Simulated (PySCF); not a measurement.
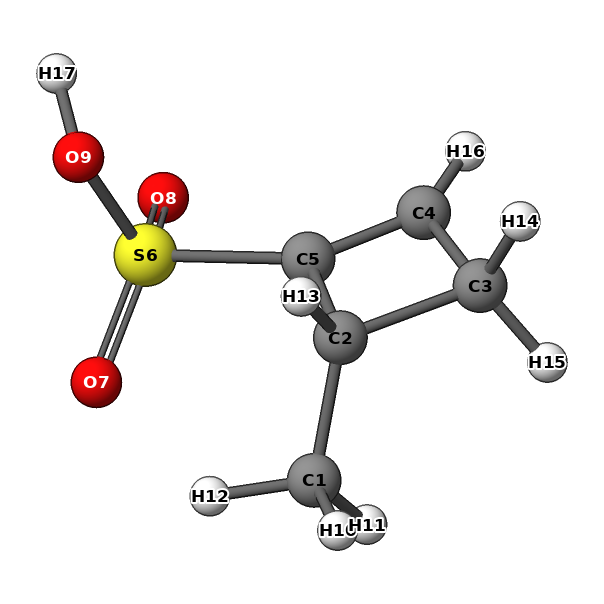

The questions are on Mulliken spin populations. Charge +1, doublet. Computed geometry: GFN2-xTB optimisation. No frequency run is at hand to confirm it as a minimum. Properties computed with UKS B3LYP, pcH-1 on C H O S, non-relativistic (PySCF 2.14.0).

List the Mulliken spin populations.

```
atom  value (e)
  C1       0.03
  C2       0.12
  C3       0.11
  C4       0.11
  C5       0.23
  S6       0.04
  O7       0.06
  O8       0.12
  O9       0.06
 H10       0.04
 H11       0.00
 H12       0.03
 H13       0.00
 H14       0.06
 H15      −0.01
 H16       0.00
 H17       0.00
```

Mulliken values depend strongly on the basis set.
